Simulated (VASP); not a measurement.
Band structure of InP (zinc blende). These are modified Becke-Johnson potential (mBJ) with spin-orbit coupling, VASP's PBE PAW potentials (set 64) (plane waves; VASP) values and carry that method's errors.

mBJ is a potential without an energy functional, so only the levels count.

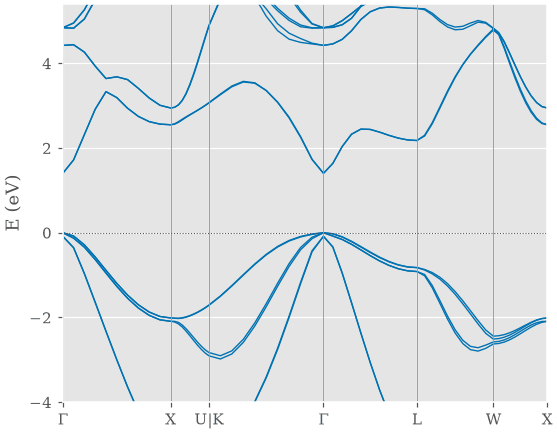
Figure: Bands along high-symmetry lines, zero at the valence-band maximum or, without a gap, the Fermi level

Read the plot: is there a gap, and where are the band edges?

The gap is direct, 1.40 eV, from the valence maximum at Γ to the conduction minimum at Γ.

Measured: gap 1.47 eV (computed value off by -0.07 eV), as given by Wei Chen et al., Physical Review Materials (2018), doi:10.1103/physrevmaterials.2.073803 [zero-point renormalisation of 0.05 eV added back (the table's ZPR column)].

The compound is InP in the zinc blende structure. It was relaxed first. The cell's shape comes from a PBE relaxation.
